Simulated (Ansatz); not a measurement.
**Geometry relaxation, with input and output: BSiNH$_{6}$Cl$_{2}$O (part 1 of 4)**

System: BSiNH$_{6}$Cl$_{2}$O.
Method: RKS revPBE/def2-SVP (Ansatz 0.2.0).

The run did not end well. It belongs to a series of runs on one base structure; here: end point B relaxed.

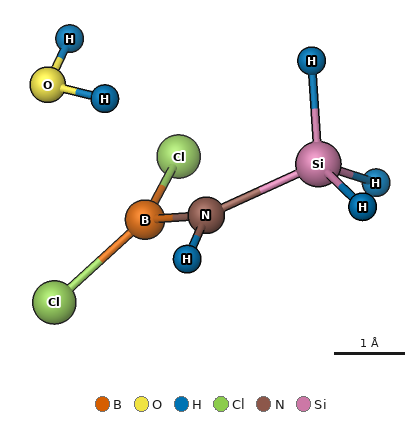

**Figure 1.** The starting structure (ball-and-stick view, seen at a tilt). Bond lengths as drawn: B–Cl 1.78 to 1.79 Å, B–N 1.49 Å, H–N 1.03 Å, H–O 0.98 to 0.99 Å, H–Si 1.50 to 1.51 Å and N–Si 1.79 Å.

## Outcome

| quantity | value |
| --- | --- |
| outcome | not converged |
| hardware | 4 threads of Arm Neoverse V2, 24 GiB of memory available, shared host |
| wall time | 72 s (CPU time 4.4 min) |
| peak memory | 0.19 GiB |

## Diagnosis

The run did not converge: “geometry relaxation did not converge after 50 steps: max|allowed force component| = 9.23e-2 eV/Å (threshold 3.0e-2). Raise `relax.max_steps` over both its present limit and 50, loosen `relax.f_tol`, or start from a geometry closer to equilibrium …” Its last values are not results.

## The input
```yaml
crystal:
  periodic: [false, false, false]
  atoms:
    - { symbol: B, position_ang: [0.262953, 0.40713, -0.305522] }
    - { symbol: O, position_ang: [-0.087261, -0.129276, 2.226528] }
    - { symbol: H, position_ang: [-1.051933, -0.259407, 2.144979] }
    - { symbol: Cl, position_ang: [1.633681, -0.690673, -0.576328] }
    - { symbol: Cl, position_ang: [-1.389918, -0.073817, -0.791734] }
    - { symbol: "N", position_ang: [0.501743, 1.831019, 0.068797] }
    - { symbol: H, position_ang: [1.489424, 2.063045, 0.225826] }
    - { symbol: Si, position_ang: [-0.62588, 3.209231, -0.071975] }
    - { symbol: H, position_ang: [-1.408496, 3.15765, -1.352599] }
    - { symbol: H, position_ang: [-1.59149, 3.243377, 1.089856] }
    - { symbol: H, position_ang: [0.229252, 4.450189, -0.02826] }
    - { symbol: H, position_ang: [0.007925, 0.839831, 2.038932] }
basis:
  gaussian: { orbitals: def2-SVP }
hamiltonian:
  xc: revpbe
relax:
  f_tol: 0.03
  max_steps: 50
```

Command:
```bash
ansatz run input.yaml --threads 4 --pin off --max-ram 5120MiB --backend cpu --events-out ev --progress --plain --runs-dir out
```

## The program's output
```
The last accepted step is kept in [file] (removed where the run ends without a failure and the disk answers)
Engine: ansatz 0.2.0, aarch64-unknown-linux-gnu
Functional definition: revPBE
  parameter kappa = 1.245
  parameter beta = 0.06672455060314922
  exchange = pbe_x(kappa = kappa, mu = beta*pi^2/3)
  correlation = pbe_c(beta = beta)
1403 factors; their error is unknown
mean field evaluation 1: about -37206.1698 eV, gradient 7.4e1 eV
mean field evaluation 2: about -37166.1433 eV, gradient 1.5e2 eV
mean field evaluation 4: about -37216.6170 eV, gradient 5.9e0 eV
mean field evaluation 8: about -37216.7042 eV, gradient 2.4e-1 eV
mean field evaluation 16: about -37216.6238 eV, gradient 1.9e-4 eV
mean field -37216.62375413 eV, -1367.6856966307 hartree, gradient 6.2e-5 eV, S^2 0.000000; 0 other end points of the search recorded, 0 dependent functions left out
the calculation of the forces begins
reference -37216.62380028 eV, -1367.6856983266 hartree; 37, 37 occupied and 89, 89 virtual orbitals, 1403 factors
relax step   1: F+E_penalty+E_count = -37216.62375413 eV  Δ(F+E_penalty+E_count) = +0.000e0 eV  max|allowed force component| = 1.676e0 eV/Å  Δτ_max = 0.0000 Å  (28 SCF iters, accepted)
these checks for a lower state are left out or cut short: starts, cluster_reference, orbital_swaps, neighbouring_geometries, increment
1403 factors; their error is unknown
mean field -37216.70601578 eV, -1367.6887196906 hartree, gradient 1.4e-5 eV, S^2 0.000000; 0 other end points of the search recorded, 0 dependent functions left out
[... from here on the field's lines of each further geometry are left out, up to the last ...]
relax step   2: F+E_penalty+E_count = -37216.70601578 eV  Δ(F+E_penalty+E_count) = -8.226e-2 eV  max|allowed force component| = 9.906e-1 eV/Å  Δτ_max = 0.1548 Å  (30 SCF iters, accepted)
relax step   3: F+E_penalty+E_count = -37216.69423211 eV  Δ(F+E_penalty+E_count) = +1.178e-2 eV  max|allowed force component| = 1.469e0 eV/Å  Δτ_max = 0.1953 Å  (35 SCF iters, rejected (line search))
relax step   4: F+E_penalty+E_count = -37216.73878328 eV  Δ(F+E_penalty+E_count) = -3.277e-2 eV  max|allowed force component| = 3.580e-1 eV/Å  Δτ_max = 0.0938 Å  (30 SCF iters, accepted)
relax step   5: F+E_penalty+E_count = -37216.74940520 eV  Δ(F+E_penalty+E_count) = -1.062e-2 eV  max|allowed force component| = 4.709e-1 eV/Å  Δτ_max = 0.0981 Å  (30 SCF iters, accepted)
relax step   6: F+E_penalty+E_count = -37216.75083316 eV  Δ(F+E_penalty+E_count) = -1.428e-3 eV  max|allowed force component| = 4.105e-1 eV/Å  Δτ_max = 0.1500 Å  (29 SCF iters, accepted)
relax step   7: F+E_penalty+E_count = -37216.70301642 eV  Δ(F+E_penalty+E_count) = +4.782e-2 eV  max|allowed force component| = 1.917e0 eV/Å  Δτ_max = 0.1945 Å  (35 SCF iters, rejected (line search))
relax step   8: F+E_penalty+E_count = -37216.76242375 eV  Δ(F+E_penalty+E_count) = -1.159e-2 eV  max|allowed force component| = 1.030e-1 eV/Å  Δτ_max = 0.0972 Å  (30 SCF iters, accepted)
relax step   9: F+E_penalty+E_count = -37216.76598235 eV  Δ(F+E_penalty+E_count) = -3.559e-3 eV  max|allowed force component| = 1.237e-1 eV/Å  Δτ_max = 0.0876 Å  (29 SCF iters, accepted)
relax step  10: F+E_penalty+E_count = -37216.75432760 eV  Δ(F+E_penalty+E_count) = +1.165e-2 eV  max|allowed force component| = 8.132e-1 eV/Å  Δτ_max = 0.1463 Å  (29 SCF iters, rejected (line search))
relax step  11: F+E_penalty+E_count = -37216.76957572 eV  Δ(F+E_penalty+E_count) = -3.593e-3 eV  max|allowed force component| = 8.731e-2 eV/Å  Δτ_max = 0.0731 Å  (29 SCF iters, accepted)
relax step  12: F+E_penalty+E_count = -37216.77154540 eV  Δ(F+E_penalty+E_count) = -1.970e-3 eV  max|allowed force component| = 1.979e-1 eV/Å  Δτ_max = 0.0731 Å  (29 SCF iters, accepted)
relax step  13: F+E_penalty+E_count = -37216.76976661 eV  Δ(F+E_penalty+E_count) = +1.779e-3 eV  max|allowed force component| = 4.227e-1 eV/Å  Δτ_max = 0.1118 Å  (28 SCF iters, rejected (line search))
relax step  14: F+E_penalty+E_count = -37216.77299386 eV  Δ(F+E_penalty+E_count) = -1.448e-3 eV  max|allowed force component| = 9.106e-2 eV/Å  Δτ_max = 0.0559 Å  (29 SCF iters, accepted)
relax step  15: F+E_penalty+E_count = -37216.77359084 eV  Δ(F+E_penalty+E_count) = -5.970e-4 eV  max|allowed force component| = 1.082e-1 eV/Å  Δτ_max = 0.0541 Å  (29 SCF iters, accepted)
relax step  16: F+E_penalty+E_count = -37216.77422155 eV  Δ(F+E_penalty+E_count) = -6.307e-4 eV  max|allowed force component| = 2.391e-1 eV/Å  Δτ_max = 0.0821 Å  (29 SCF iters, accepted)
relax step  17: F+E_penalty+E_count = -37216.77834399 eV  Δ(F+E_penalty+E_count) = -4.122e-3 eV  max|allowed force component| = 6.835e-2 eV/Å  Δτ_max = 0.1266 Å  (28 SCF iters, accepted)
relax step  18: F+E_penalty+E_count = -37216.77943650 eV  Δ(F+E_penalty+E_count) = -1.093e-3 eV  max|allowed force component| = 3.675e-2 eV/Å  Δτ_max = 0.1064 Å  (29 SCF iters, accepted)
relax step  19: F+E_penalty+E_count = -37216.78043042 eV  Δ(F+E_penalty+E_count) = -9.939e-4 eV  max|allowed force component| = 4.945e-2 eV/Å  Δτ_max = 0.0484 Å  (29 SCF iters, accepted)
relax step  20: F+E_penalty+E_count = -37216.77718353 eV  Δ(F+E_penalty+E_count) = +3.247e-3 eV  max|allowed force component| = 3.523e-1 eV/Å  Δτ_max = 0.0840 Å  (29 SCF iters, rejected (line search))
relax step  21: F+E_penalty+E_count = -37216.77947833 eV  Δ(F+E_penalty+E_count) = +9.521e-4 eV  max|allowed force component| = 1.493e-1 eV/Å  Δτ_max = 0.0420 Å  (30 SCF iters, rejected (line search))
relax step  22: F+E_penalty+E_count = -37216.78083300 eV  Δ(F+E_penalty+E_count) = -4.026e-4 eV  max|allowed force component| = 2.392e-2 eV/Å  Δτ_max = 0.0203 Å  (30 SCF iters, accepted)
relax step  23: F+E_penalty+E_count = -37216.77726266 eV  Δ(F+E_penalty+E_count) = +3.570e-3 eV  max|allowed force component| = 4.506e-1 eV/Å  Δτ_max = 0.0976 Å  (29 SCF iters, rejected (line search))
relax step  24: F+E_penalty+E_count = -37216.78093136 eV  Δ(F+E_penalty+E_count) = -9.835e-5 eV  max|allowed force component| = 1.494e-1 eV/Å  Δτ_max = 0.0476 Å  (29 SCF iters, accepted)
relax step  25: F+E_penalty+E_count = -37216.78153860 eV  Δ(F+E_penalty+E_count) = -6.072e-4 eV  max|allowed force component| = 8.667e-2 eV/Å  Δτ_max = 0.0274 Å  (30 SCF iters, accepted)
relax step  26: F+E_penalty+E_count = -37216.78211391 eV  Δ(F+E_penalty+E_count) = -5.753e-4 eV  max|allowed force component| = 3.845e-2 eV/Å  Δτ_max = 0.0464 Å  (29 SCF iters, accepted)
relax step  27: F+E_penalty+E_count = -37216.78150537 eV  Δ(F+E_penalty+E_count) = +6.085e-4 eV  max|allowed force component| = 3.015e-1 eV/Å  Δτ_max = 0.1100 Å  (28 SCF iters, rejected (line search))
relax step  28: F+E_penalty+E_count = -37216.78130580 eV  Δ(F+E_penalty+E_count) = +8.081e-4 eV  max|allowed force component| = 1.173e-1 eV/Å  Δτ_max = 0.0502 Å  (29 SCF iters, rejected (line search))
relax step  29: F+E_penalty+E_count = -37216.78249803 eV  Δ(F+E_penalty+E_count) = -3.841e-4 eV  max|allowed force component| = 1.661e-2 eV/Å  Δτ_max = 0.0246 Å  (30 SCF iters, accepted)
relax step  30: F+E_penalty+E_count = -37216.78286453 eV  Δ(F+E_penalty+E_count) = -3.665e-4 eV  max|allowed force component| = 9.981e-2 eV/Å  Δτ_max = 0.0549 Å  (29 SCF iters, accepted)
relax step  31: F+E_penalty+E_count = -37216.78281802 eV  Δ(F+E_penalty+E_count) = +4.651e-5 eV  max|allowed force component| = 2.644e-1 eV/Å  Δτ_max = 0.0596 Å  (29 SCF iters, rejected (line search))
relax step  32: F+E_penalty+E_count = -37216.78335830 eV  Δ(F+E_penalty+E_count) = -4.938e-4 eV  max|allowed force component| = 4.385e-2 eV/Å  Δτ_max = 0.0298 Å  (29 SCF iters, accepted)
relax step  33: F+E_penalty+E_count = -37216.78415123 eV  Δ(F+E_penalty+E_count) = -7.929e-4 eV  max|allowed force component| = 3.259e-2 eV/Å  Δτ_max = 0.0422 Å  (29 SCF iters, accepted)
relax step  34: F+E_penalty+E_count = -37216.78489253 eV  Δ(F+E_penalty+E_count) = -7.413e-4 eV  max|allowed force component| = 1.515e-1 eV/Å  Δτ_max = 0.0628 Å  (29 SCF iters, accepted)
relax step  35: F+E_penalty+E_count = -37216.78519677 eV  Δ(F+E_penalty+E_count) = -3.042e-4 eV  max|allowed force component| = 2.971e-1 eV/Å  Δτ_max = 0.0731 Å  (29 SCF iters, accepted)
relax step  36: F+E_penalty+E_count = -37216.78812099 eV  Δ(F+E_penalty+E_count) = -2.924e-3 eV  max|allowed force component| = 1.793e-1 eV/Å  Δτ_max = 0.0627 Å  (29 SCF iters, accepted)
relax step  37: F+E_penalty+E_count = -37216.78844662 eV  Δ(F+E_penalty+E_count) = -3.256e-4 eV  max|allowed force component| = 1.289e-1 eV/Å  Δτ_max = 0.0114 Å  (30 SCF iters, accepted)
relax step  38: F+E_penalty+E_count = -37216.74772332 eV  Δ(F+E_penalty+E_count) = +4.072e-2 eV  max|allowed force component| = 1.498e0 eV/Å  Δτ_max = 0.1828 Å  (35 SCF iters, rejected (line search))
relax step  39: F+E_penalty+E_count = -37216.79042987 eV  Δ(F+E_penalty+E_count) = -1.983e-3 eV  max|allowed force component| = 8.234e-2 eV/Å  Δτ_max = 0.0648 Å  (29 SCF iters, accepted)
relax step  40: F+E_penalty+E_count = -37216.79228543 eV  Δ(F+E_penalty+E_count) = -1.856e-3 eV  max|allowed force component| = 2.363e-1 eV/Å  Δτ_max = 0.0954 Å  (29 SCF iters, accepted)
relax step  41: F+E_penalty+E_count = -37216.78427120 eV  Δ(F+E_penalty+E_count) = +8.014e-3 eV  max|allowed force component| = 8.019e-1 eV/Å  Δτ_max = 0.1452 Å  (29 SCF iters, rejected (line search))
relax step  42: F+E_penalty+E_count = -37216.79754503 eV  Δ(F+E_penalty+E_count) = -5.260e-3 eV  max|allowed force component| = 8.901e-2 eV/Å  Δτ_max = 0.0726 Å  (29 SCF iters, accepted)
relax step  43: F+E_penalty+E_count = -37216.80126858 eV  Δ(F+E_penalty+E_count) = -3.724e-3 eV  max|allowed force component| = 7.080e-2 eV/Å  Δτ_max = 0.0750 Å  (29 SCF iters, accepted)
relax step  44: F+E_penalty+E_count = -37216.80310844 eV  Δ(F+E_penalty+E_count) = -1.840e-3 eV  max|allowed force component| = 4.064e-1 eV/Å  Δτ_max = 0.1090 Å  (28 SCF iters, accepted)
relax step  45: F+E_penalty+E_count = -37216.79345618 eV  Δ(F+E_penalty+E_count) = +9.652e-3 eV  max|allowed force component| = 8.590e-1 eV/Å  Δτ_max = 0.1645 Å  (28 SCF iters, rejected (line search))
relax step  46: F+E_penalty+E_count = -37216.80948085 eV  Δ(F+E_penalty+E_count) = -6.372e-3 eV  max|allowed force component| = 1.298e-1 eV/Å  Δτ_max = 0.0822 Å  (29 SCF iters, accepted)
relax step  47: F+E_penalty+E_count = -37216.81135164 eV  Δ(F+E_penalty+E_count) = -1.871e-3 eV  max|allowed force component| = 1.277e-1 eV/Å  Δτ_max = 0.0658 Å  (29 SCF iters, accepted)
relax step  48: F+E_penalty+E_count = -37216.80653785 eV  Δ(F+E_penalty+E_count) = +4.814e-3 eV  max|allowed force component| = 5.600e-1 eV/Å  Δτ_max = 0.1248 Å  (29 SCF iters, rejected (line search))
the calculation of the forces begins
reference -37216.81463564 eV, -1367.6927113969 hartree; 37, 37 occupied and 89, 89 virtual orbitals, 1403 factors
relax step  49: F+E_penalty+E_count = -37216.81458876 eV  Δ(F+E_penalty+E_count) = -3.237e-3 eV  max|allowed force component| = 5.996e-2 eV/Å  Δτ_max = 0.0624 Å  (29 SCF iters, accepted)
these checks for a lower state are left out or cut short: starts, cluster_reference, orbital_swaps, neighbouring_geometries, increment
1403 factors; their error is unknown
mean field -37216.81671489 eV, -1367.6927878080 hartree, gradient 2.0e-5 eV, S^2 0.000000; 0 other end points of the search recorded, 0 dependent functions left out
the calculation of the forces begins
reference -37216.81676183 eV, -1367.6927895328 hartree; 37, 37 occupied and 89, 89 virtual orbitals, 1403 factors
relax step  50: F+E_penalty+E_count = -37216.81671489 eV  Δ(F+E_penalty+E_count) = -2.126e-3 eV  max|allowed force component| = 9.228e-2 eV/Å  Δτ_max = 0.0610 Å  (29 SCF iters, accepted)
```

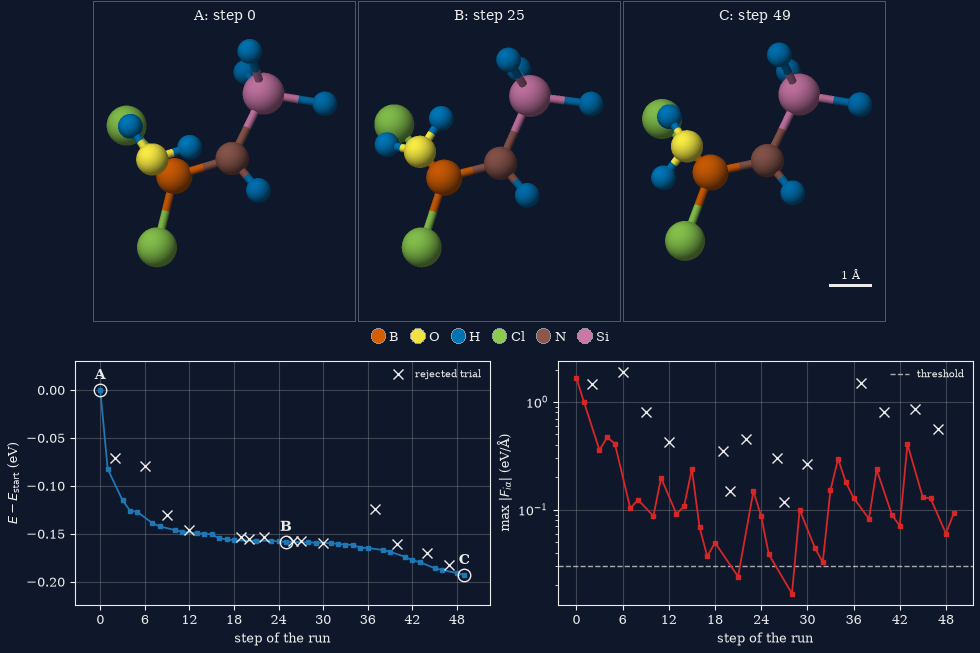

**Figure 2.** Frames of the relaxation (ball-and-stick view, seen at a tilt) above the curves, on which the letters mark them (the first geometry is step 0 here and step 1 in the log).

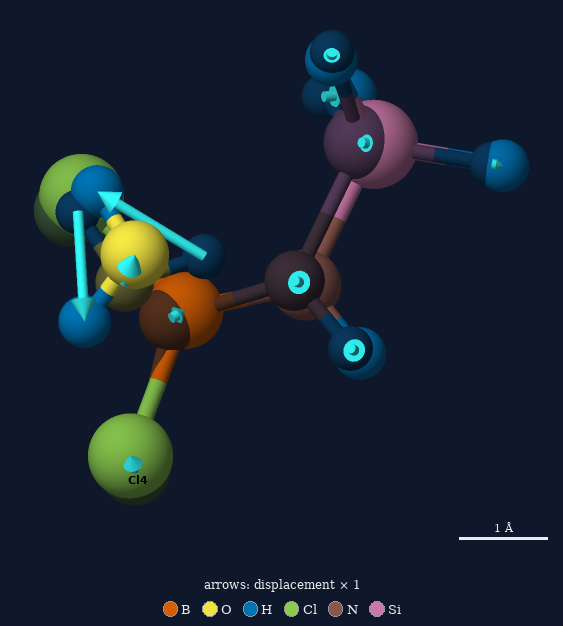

**Figure 3.** Start (faint) and end (solid) with the displacements as teal arrows, at true length (ball-and-stick view, seen at a tilt). The two geometries are laid on each other by the best rigid fit. The relaxation stopped without meeting its thresholds, so the last structure isn't shown to be converged. Over 49 geometry steps the energy falls by 0.193 eV. The largest force component goes from 1.7 to 0.092 eV/Å. The line search rejected the trial steps at points 2, 6, 9, 12, 19, 20, 22, 26 and more (counted from 0) and went back. H12 moves most after the best rigid fit: 1.44 Å. Largest moves by element: H 1.44 Å, O 0.53 Å, N 0.36 Å, Cl 0.25 Å, Si 0.20 Å, B 0.20 Å. Among the contacts that change: B1–N6 1.492 → 1.407 Å, O2–H12 0.992 → 0.978 Å, B1–Cl4 1.777 → 1.787 Å, Si8–H10 1.511 → 1.501 Å. Among the angles that change: Cl4–B1–Cl5 120.3° → 118.2°. (Atoms are counted from 1 in the order of the input.)
